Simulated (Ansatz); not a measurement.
# AlNH2F (SMILES [NH2][Al][F]): levels of theory compared

Wanted: a comparison of 6 runs (UHF/STO-3G, U-revPBE/STO-3G, UB3LYP/STO-3G, UBHLYP/STO-3G, UPBE/STO-3G, UMP2/STO-3G) of AlNH2F. 

Program for the calculation: Ansatz 0.2.0.

62 further runs of the same task are left out: 3 that didn't finish, 59 set aside as unsound or not needed.

## Step 1: Starting point

AlNH2F has 5 atoms, charge 0, and is taken as a doublet. As SMILES, `[NH2][Al][F]`. The H5–N1 distance was set to 1.261 Å, away from the relaxed value.

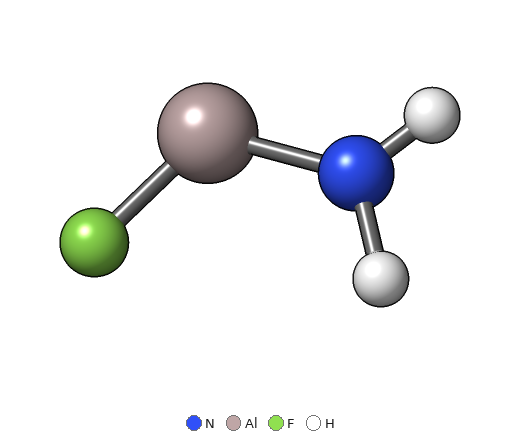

The structure, seen from a chosen angle (nitrogen blue, aluminium light grey, fluorine green, hydrogen white).

## Step 2: The energy at UHF/STO-3G (run 1)

Input file molecule.yaml:

```yaml
crystal:
  periodic: [false, false, false]
  atoms:
    - {symbol: N, position_ang: [-0.325439, 0.601618, -0.041110]}
    - {symbol: Al, position_ang: [0.691261, -0.180182, 1.172190]}
    - {symbol: F, position_ang: [1.287961, -1.684182, 0.812690]}
    - {symbol: H, position_ang: [-0.745039, 1.510918, 0.059990]}
    - {symbol: H, position_ang: [-0.621700, 0.088600, -1.154400]}
basis:
  gaussian: {orbitals: STO-3G}
magnetization: {spin_polarized: true, initial_magnetization: 1}
hamiltonian: {xc: hf}
accuracy: high
```

On the command line:

```console
$ ansatz run molecule.yaml --threads 1 --pin off --max-ram 2610MiB --events-out events.jsonl --progress --plain --runs-dir runs
```

Log:

```text
Warning: RAYON_NUM_THREADS=1 ignored (pool sized by the plan → 1); use --threads N
Functional definition: HF
  name "HF"
  exchange = exact_x
  correlation = 0
378 factors; integrals over basis functions are off by at most 4.4e-8 eV
mean field evaluation 1: about -10661.5177 eV, gradient 1.8e1 eV
mean field evaluation 2: about -10661.5740 eV, gradient 1.8e1 eV
mean field evaluation 4: about -10664.5437 eV, gradient 1.8e0 eV
mean field evaluation 8: about -10664.6113 eV, gradient 3.5e-4 eV
mean field -10664.60905618 eV, -391.9171540830 hartree, gradient 9.2e-8 eV, S^2 0.756905; 0 other end points of the search recorded, 0 dependent functions left out
reference -10664.60905618 eV, -391.9171540830 hartree; 16, 15 occupied and 5, 6 virtual orbitals, 378 factors
Total energy: -10664.60905618 eV, -391.9171540830 hartree
```

It took 0.16 s on 1 thread of Arm Neoverse V1, shared host.

## Step 3: A single-point energy at U-revPBE/STO-3G (run 2)

Input file job.yaml:

```yaml
crystal:
  periodic: [false, false, false]
  atoms:
    - {symbol: N, position_ang: [-0.325439, 0.601618, -0.041110]}
    - {symbol: Al, position_ang: [0.691261, -0.180182, 1.172190]}
    - {symbol: F, position_ang: [1.287961, -1.684182, 0.812690]}
    - {symbol: H, position_ang: [-0.745039, 1.510918, 0.059990]}
    - {symbol: H, position_ang: [-0.621700, 0.088600, -1.154400]}
basis:
  gaussian: {orbitals: STO-3G}
hamiltonian: {xc: {name: revPBE}}
magnetization: {spin_polarized: true, initial_magnetization: 1}
accuracy: high
```

On the command line:

```console
$ ansatz run job.yaml --threads 1 --pin off --max-ram 2610MiB --events-out events.jsonl --progress --plain --runs-dir runs
```

Log:

```text
Warning: RAYON_NUM_THREADS=1 ignored (pool sized by the plan → 1); use --threads N
Functional definition: revPBE
  name "revPBE"
  parameter kappa = 1.245
  parameter beta = 0.06672455060314922
  exchange = pbe_x(kappa = kappa, mu = beta*pi^2/3)
  correlation = pbe_c(beta = beta)
378 factors; integrals over basis functions are off by at most 4.4e-8 eV
mean field evaluation 1: about -10690.3201 eV, gradient 2.1e1 eV
mean field evaluation 2: about -10663.9740 eV, gradient 6.2e1 eV
mean field evaluation 4: about -10693.4305 eV, gradient 4.8e0 eV
mean field evaluation 8: about -10693.5708 eV, gradient 5.3e-2 eV
mean field evaluation 16: about -10693.5709 eV, gradient 1.1e-6 eV
mean field -10693.57087334 eV, -392.9814812324 hartree, gradient 5.4e-8 eV, S^2 0.752800; 0 other end points of the search recorded, 0 dependent functions left out
reference -10693.57087572 eV, -392.9814813201 hartree; 16, 15 occupied and 5, 6 virtual orbitals, 378 factors
Total energy: -10693.57087572 eV, -392.9814813201 hartree
```

It took 2.1 s on 1 thread of Arm Neoverse V1, shared host; peak memory 0.13 GiB.

Runs 3 to 5 aren't shown in full; the table further down has their settings and results.

## Step 4: The energy at UMP2/STO-3G (run 6)

molecule.yaml, as its differences from that of step 2:

```diff
@@ -1 +1,4 @@
+basis:
+  gaussian:
+    orbitals: STO-3G
 crystal:
@@ -8,6 +11,8 @@
     - {symbol: H, position_ang: [-0.621700, 0.088600, -1.154400]}
-basis:
-  gaussian: {orbitals: STO-3G}
-magnetization: {spin_polarized: true, initial_magnetization: 1}
-hamiltonian: {xc: hf}
+correlation:
+  method: mp2
+  frozen_orbitals: {Al: 5, F: 1, H: 0, "N": 1}
+magnetization:
+  spin_polarized: true
+  initial_magnetization: 1
 accuracy: high
```

On the command line:

```console
$ ansatz run molecule.yaml --threads 1 --pin off --max-ram 2610MiB --events-out events.jsonl --progress --plain --runs-dir runs
```

Log:

```text
Warning: RAYON_NUM_THREADS=1 ignored (pool sized by the plan → 1); use --threads N
Functional definition: HF
  name "HF"
  exchange = exact_x
  correlation = 0
378 factors; integrals over basis functions are off by at most 4.4e-8 eV
mean field evaluation 1: about -10661.5177 eV, gradient 1.8e1 eV
mean field evaluation 2: about -10661.5740 eV, gradient 1.8e1 eV
mean field evaluation 4: about -10664.5437 eV, gradient 1.8e0 eV
mean field evaluation 8: about -10664.6113 eV, gradient 3.5e-4 eV
mean field -10664.60905618 eV, -391.9171540830 hartree, gradient 9.2e-8 eV, S^2 0.756905; 0 other end points of the search recorded, 0 dependent functions left out
7 core orbitals not correlated: weight in the atoms' cores, before any rotation towards them, 1.000 or more for the frozen orbitals, at most 0.000 for the correlated occupied ones
reference -10664.60905618 eV, -391.9171540830 hartree; 9, 8 occupied and 5, 6 virtual orbitals, 378 factors
second order -2.35287652 eV of doubles, -0.00000000 eV of singles
Total energy: -10666.96193270 eV, -392.0036207003 hartree
```

Wall time 0.16 s (1 thread of Arm Neoverse V1, shared host).

## Step 5: Overview of the runs

```tsv
run	level	frozen core orbitals	energy (Eh)	⟨S²⟩	wall time
1	UHF/STO-3G	–	-391.917154	0.757	0.16 s
2	U-revPBE/STO-3G	–	-392.981481	0.753	2.1 s
3	UB3LYP/STO-3G	–	-393.072677	0.752	2.2 s
4	UBHLYP/STO-3G	–	-393.024806	0.754	2.1 s
5	UPBE/STO-3G	–	-392.765733	0.752	2.1 s
6	UMP2/STO-3G	7	-392.003621	0.757	0.16 s
```

## Step 6: Results

| quantity | value |
| --- | --- |
| run 6: total energy | -392.00362 Eh |
| run 6: correlation energy (7 core orbitals frozen) | -86.5 mEh |
| run 6: ⟨S²⟩ of the reference determinant | 0.757 |

Totals of different functionals can't be ranked against each other. In runs 1, 2, 3, 4, 5, 6 the basis is minimal, so the values are rough. All runs together took 8.9 s, the longest 2.2 s.
